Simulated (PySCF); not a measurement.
## Excited-state calculation of C$_{4}$H$_{3}$F$_{3}$O$_{2}$

The run: excited-state calculation of C$_{4}$H$_{3}$F$_{3}$O$_{2}$. Method and program: TDA revPBE/pcseg-1, vertical, gas phase, core orbitals frozen in the response (PySCF 2.14.0).

The geometry comes from this level: GFN2-xTB. It belongs to a series of runs on one base structure; here: revPBE/pcseg-1; 1 states, TDA; grid level 4.

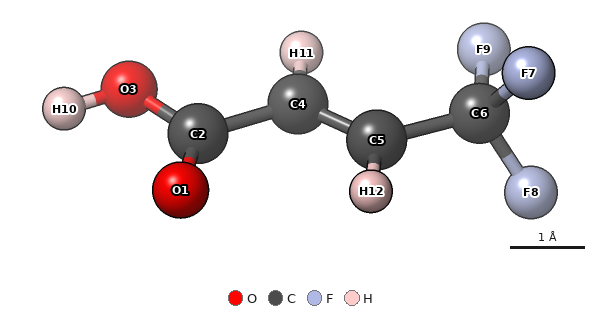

Figure 1. The structure (ball-and-stick view, seen at a tilt; atoms are numbered from 1 in the order of the input). Bond lengths as drawn: C–C 1.33 to 1.50 Å, C–F 1.34 Å, C–H 1.08 Å, C–O 1.20 to 1.33 Å and H–O 0.97 Å.

The input
```
{"job": {"kind": "uv", "xc": "revPBE", "basis": "pcseg-1", "nstates": 1, "ntriplets": 0, "tda": true, "grid": 4}, "charge": 0, "multiplicity": 1}
O     -2.105659    -0.970692    -0.638203
C     -1.791896    -0.093059     0.119327
O     -2.668625     0.673736     0.767433
C     -0.394150     0.282555     0.459646
C      0.628313    -0.366000    -0.079928
C      2.060983    -0.042430     0.216615
F      2.709187    -1.097416     0.735586
F      2.730169     0.303979    -0.894560
F      2.208102     0.965530     1.084763
H     -3.579648     0.424744     0.542955
H     -0.275708     1.098323     1.157078
H      0.480130    -1.179956    -0.776090
```

The first line tells a small driver script what to run in PySCF; the rest is the geometry in Å.

Hardware: 1 CPU thread, shared host.

Launch command:
```bash
OMP_NUM_THREADS=1 python <driver script> task.json out
```

Output
```
coarse grid: 11640 points
cycle   1  E = -603.5355581120  dE =  1.561e+00  |g| = 1.166e+00  |ddm| = 3.740e+00
cycle   2  E = -602.4795901326  dE =  1.056e+00  |g| = 2.570e+00  |ddm| = 3.435e+00
cycle   3  E = -603.6999539283  dE = -1.220e+00  |g| = 6.482e-01  |ddm| = 2.891e+00
cycle   4  E = -603.7840165187  dE = -8.406e-02  |g| = 1.180e-01  |ddm| = 5.941e-01
cycle   5  E = -603.7851286767  dE = -1.112e-03  |g| = 8.127e-02  |ddm| = 1.588e-01
cycle   6  E = -603.7866711432  dE = -1.542e-03  |g| = 2.524e-02  |ddm| = 9.077e-02
cycle   7  E = -603.7868148346  dE = -1.437e-04  |g| = 9.779e-03  |ddm| = 3.036e-02
cycle   8  E = -603.7868393232  dE = -2.449e-05  |g| = 2.296e-03  |ddm| = 9.942e-03
cycle   9  E = -603.7868403449  dE = -1.022e-06  |g| = 5.868e-04  |ddm| = 2.432e-03
final grid: 304584 points
cycle  10  E = -603.9137774358  dE = -2.514e-05  |g| = 1.705e-02  |ddm| = 4.218e-02
cycle  11  E = -603.9135235934  dE =  2.538e-04  |g| = 3.967e-02  |ddm| = 4.860e-02
cycle  12  E = -603.9138259953  dE = -3.024e-04  |g| = 6.953e-03  |ddm| = 3.751e-02
cycle  13  E = -603.9138356837  dE = -9.688e-06  |g| = 8.700e-04  |ddm| = 5.872e-03
cycle  14  E = -603.9138358128  dE = -1.291e-07  |g| = 2.810e-04  |ddm| = 8.673e-04
cycle  15  E = -603.9138358256  dE = -1.283e-08  |g| = 1.571e-04  |ddm| = 3.743e-04
cycle  16  E = -603.9138358323  dE = -6.713e-09  |g| = 2.677e-05  |ddm| = 1.700e-04
cycle  17  E = -603.9138358325  dE = -1.532e-10  |g| = 9.366e-06  |ddm| = 2.981e-05
```

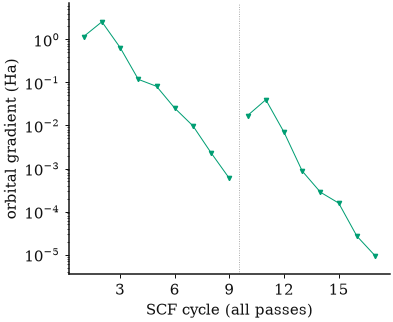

Figure 2. Convergence of the self-consistent field: orbital gradient against the SCF cycle. The dotted line marks the change from a coarse to the final integration grid. The first 9 cycles use a coarse grid, the final grid takes over at cycle 10, and the field converges after 17 cycles in all.

```
converged SCF energy = -603.9138358325

Static polarisability (au): isotropic 51.030, principal 29.804 48.352 74.935

Singlet excitations
state   eV       nm        f      main configurations
  1   3.9574    313.3   0.00010   H->L 1.00
```

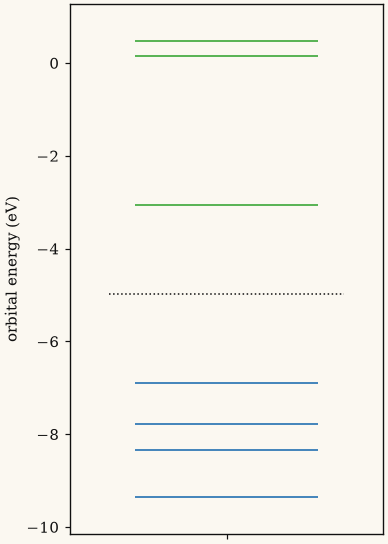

Figure 3. Orbital energies near the frontier; the dotted line parts filled from empty levels, and levels within 0.02 eV of each other stand side by side. Highest filled −6.90 eV, lowest empty −3.06 eV, 3.84 eV apart.

Summary

```tsv
quantity	value
outcome	converged
total energy	−603.913836 hartree
HOMO	−6.90 eV
LUMO	−3.06 eV
dipole moment	2.21 D
mean polarisability	51.03 a.u.
lowest excitation	3.96 eV
wall time	20 s
peak memory	0.51 GiB
```

Settings chosen away from the usual ones: revPBE/pcseg-1; 1 states, TDA; grid level 4.
